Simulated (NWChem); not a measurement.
# C3H6 (propene): levels of theory compared

We compute a comparison of 4 runs (MP2/6-31G*, MP2/6-31+G*, MP2/6-31++G**, MP2/6-311+G**) of C3H6 (propene). 

The results are computed with NWChem 7.3.0.

### Step 1. The system as given

The species is C3H6 (9 atoms), meant as a singlet with charge 0. As SMILES, `C=CC`. The shape is that of a PBE0-D4/def2-TZVP optimisation.

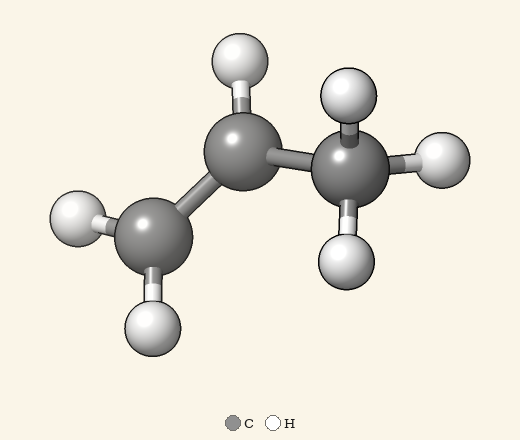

Viewed from a chosen angle; carbon grey, hydrogen white.

### Step 2. Energy and gradient at MP2/6-31G(d) (spherical functions) (run 1)

Contents of c3h6.nw:

```
start c3h6
title "C3H6 mp2"
memory total 2200 mb
charge 0

geometry units angstroms noautosym nocenter noautoz
 C    -1.129400    0.554100   -0.580200
 C     0.157600    0.266300   -0.447400
 C     0.744900   -0.543600    0.656400
 H    -1.864800    0.202700    0.137400
 H    -1.495500    1.149800   -1.408200
 H     0.857000    0.641500   -1.192300
 H     1.261600   -1.425300    0.264300
 H     1.490400    0.033400    1.212800
 H    -0.021900   -0.879100    1.357300
end

basis spherical bse
 * library 6-31G*
end

scf
 thresh 1e-08
 maxiter 80
 noprint "final vectors analysis"
end

mp2
 freeze core 3
 tight
end

task mp2 gradient
```

Command:

```
nwchem c3h6.nw > c3h6.out
```

The log of the run:

```text
[...]
  functions       =    54
[...]
  wavefunction    = RHF
[...]
         Total SCF energy =   -117.070473858913
      One-electron energy =   -297.040239330173
      Two-electron energy =    108.971639467303
 Nuclear repulsion energy =     70.998126003957
        Time for solution =      2.7s
[...]
          Total MP2 energy          -117.451124507922
[...]
                         mp2 ENERGY GRADIENTS
    atom               coordinates                        gradient
                 x          y          z           x          y          z
   1 C      -2.134257   1.047097  -1.096419    0.015116  -0.002936   0.000866
   2 C       0.297821   0.503234  -0.845463   -0.013497   0.000317   0.002751
   3 C       1.407657  -1.027255   1.240416   -0.003715   0.002733  -0.003399
   4 H      -3.523961   0.383047   0.259648    0.001003  -0.000043  -0.000153
   5 H      -2.826085   2.172807  -2.661112    0.000952  -0.000490   0.000511
   6 H       1.619495   1.212259  -2.253120   -0.000937  -0.000297   0.000709
   7 H       2.384078  -2.693426   0.499455    0.000092   0.000955   0.000174
   8 H       2.816448   0.063117   2.291860   -0.000110  -0.000510  -0.000780
   9 H      -0.041385  -1.661258   2.564925    0.001097   0.000270  -0.000679
[...]
```

Wall time 7.5 s (1 thread of Intel Xeon Platinum 8559C (Emerald Rapids), shared host); peak memory 0.12 GiB.

### Step 3. Energy and forces at MP2/6-31+G(d) (spherical functions) (run 2)

Contents of m1.nw:

```
start m1
memory 2200 mb
charge 0

geometry units bohr noautosym nocenter noautoz
  C  -2.13425669  1.04709725 -1.09641910
  C   0.29782084  0.50323407 -0.84546347
  C   1.40765699 -1.02725512  1.24041623
  H  -3.52396128  0.38304749  0.25964837
  H  -2.82608542  2.17280710 -2.66111233
  H   1.61949529  1.21225931 -2.25312046
  H   2.38407848 -2.69342665  0.49945461
  H   2.81644782  0.06311685  2.29185984
  H  -0.04138500 -1.66125824  2.56492527
end

basis spherical bse
  * library 6-31+G*
end

scf
  thresh 1e-08
  maxiter 80
  print low
end

mp2
  freeze core 3
  tight
end

task mp2 gradient
```

Command:

```
nwchem m1.nw > m1.out
```

The log of the run:

```text
[...]
  functions       =    66
[...]
  wavefunction    = RHF
[...]
         Total SCF energy =   -117.074542417001
      One-electron energy =   -296.914511515256
      Two-electron energy =    108.841848290031
 Nuclear repulsion energy =     70.998120808224
        Time for solution =      4.5s
[...]
          Total MP2 energy          -117.458412246817
[...]
                         mp2 ENERGY GRADIENTS
    atom               coordinates                        gradient
                 x          y          z           x          y          z
   1 C      -2.134257   1.047097  -1.096419    0.018833  -0.003789   0.001285
   2 C       0.297821   0.503234  -0.845463   -0.017202   0.001216   0.002261
   3 C       1.407657  -1.027255   1.240416   -0.003811   0.002907  -0.003642
   4 H      -3.523961   0.383047   0.259648    0.001414   0.000191  -0.000613
   5 H      -2.826085   2.172807  -2.661112    0.000962  -0.000810   0.001000
   6 H       1.619495   1.212259  -2.253120   -0.001223  -0.000575   0.001204
   7 H       2.384078  -2.693427   0.499455   -0.000102   0.001245   0.000451
   8 H       2.816448   0.063117   2.291860   -0.000399  -0.000828  -0.000897
   9 H      -0.041385  -1.661258   2.564925    0.001527   0.000443  -0.001050
[...]
```

It took 13 s on 1 thread of Intel Xeon Platinum 8559C (Emerald Rapids), shared host; peak memory 0.15 GiB.

Run 3 isn't shown in full; the table further down has it.

### Step 4. Energy and gradient at MP2/6-311+G(d,p) (run 4)

Contents of mol.nw:

```
START mol
TITLE "C3H6"
memory 2200 mb
GEOMETRY units angstrom noautosym nocenter noautoz
 C     -1.129400     0.554100    -0.580200
 C      0.157600     0.266300    -0.447400
 C      0.744900    -0.543600     0.656400
 H     -1.864800     0.202700     0.137400
 H     -1.495500     1.149800    -1.408200
 H      0.857000     0.641500    -1.192300
 H      1.261600    -1.425300     0.264300
 H      1.490400     0.033400     1.212800
 H     -0.021900    -0.879100     1.357300
END
BASIS spherical bse
 * library 6-311+G**
END
SCF
 thresh 1e-08
 maxiter 80
 print low
END
MP2
 freeze core 3
 tight
END
TASK mp2 gradient
```

Command:

```
nwchem mol.nw > mol.out
```

The log of the run:

```text
[...]
  functions       =   102
[...]
  wavefunction    = RHF
[...]
         Total SCF energy =   -117.104400123388
      One-electron energy =   -296.993015293737
      Two-electron energy =    108.890489166392
 Nuclear repulsion energy =     70.998126003957
        Time for solution =     13.2s
[...]
          Total MP2 energy          -117.545872477356
[...]
                         mp2 ENERGY GRADIENTS
    atom               coordinates                        gradient
                 x          y          z           x          y          z
   1 C      -2.134257   1.047097  -1.096419    0.017224  -0.003438   0.001133
   2 C       0.297821   0.503234  -0.845463   -0.015044   0.000180   0.003335
   3 C       1.407657  -1.027255   1.240416   -0.003543   0.003717  -0.004951
   4 H      -3.523961   0.383047   0.259648    0.000537   0.000404  -0.000730
   5 H      -2.826085   2.172807  -2.661112    0.000139  -0.000570   0.000830
   6 H       1.619495   1.212259  -2.253120   -0.000615  -0.000517   0.000967
   7 H       2.384078  -2.693426   0.499455    0.000222   0.000672   0.000499
   8 H       2.816448   0.063117   2.291860    0.000031  -0.000722  -0.000409
   9 H      -0.041385  -1.661258   2.564925    0.001049   0.000274  -0.000674
[...]
```

It took 35 s on 1 thread of Intel Xeon Platinum 8559C (Emerald Rapids), shared host; peak memory 0.29 GiB.

### Step 5. All runs side by side

```
run                                level  energy (Eh)  dipole moment (D)  correlation energy (mEh)  largest force (eV/Å)  wall time
  1     MP2/6-31G* (spherical functions)  -117.451125               0.29                    -380.7                 0.793      7.5 s
  2    MP2/6-31+G* (spherical functions)  -117.458412               0.36                    -383.9                 0.990       13 s
  3  MP2/6-31++G** (spherical functions)  -117.506812               0.34                    -421.6                 1.109       26 s
  4                        MP2/6-311+G**  -117.545872               0.35                    -441.5                 0.905       35 s
```

Convergence of the dipole moment (of the density that the program reports) of singlet C3H6 with the basis set, against the last point:

```
basis set  from the last (D)  wall time
   6-31G*            -0.0653      7.5 s
  6-31+G*            +0.0068       13 s
6-31++G**            -0.0138       26 s
6-311+G**            +0.0000       35 s
```

Convergence of the total energy of singlet C3H6 with the basis set, against the last point:

```
basis set  from the last (mEh)  wall time
   6-31G*              +94.748      7.5 s
  6-31+G*              +87.460       13 s
6-31++G**              +39.060       26 s
6-311+G**               +0.000       35 s
```

### Step 6. Summary of results

| quantity | value |
| --- | --- |
| run 4: total energy | -117.54587 Eh |
| run 4: dipole moment (of the density that the program reports) | 0.35 D |
| run 4: correlation energy (3 core orbitals frozen) | -441.5 mEh |
| run 4: largest force on an atom | 0.905 eV/Å |

For the dipole moment (of the density that the program reports) of singlet C3H6 to stay within 0.02 D of the last point, 6-31+G* is the first point of the series from which all later ones do (13 s against 35 s). The dipole moment (its size) runs from 0.29 D (MP2/6-31G*) to 0.36 D (MP2/6-31+G*). All runs together took 82 s, the longest 35 s.
